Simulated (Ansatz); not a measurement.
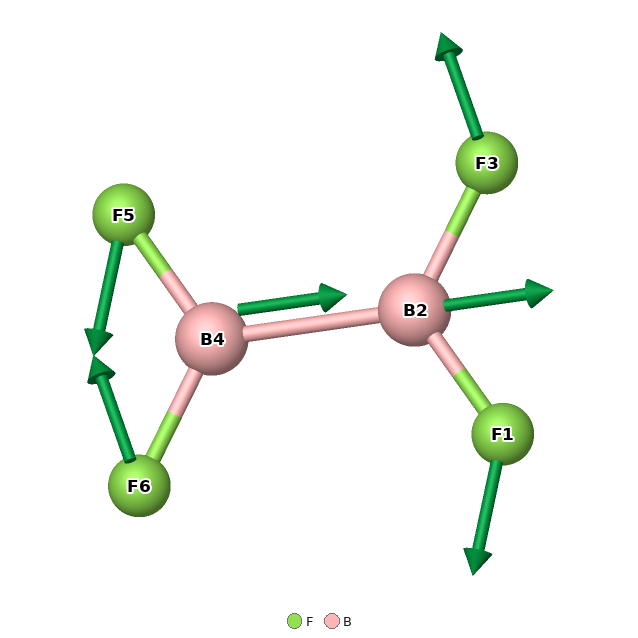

The arrows show one normal mode. Harmonic vibrations computed with RKS PBE0-D4/def2-TZVP (Ansatz 0.2.0) at a stationary point of the same level.

### Describe the motion.

Mostly F–B–F bending.

### Estimate its harmonic wavenumber.

540 cm⁻¹; it is mode 6 of 12 counted from the lowest.
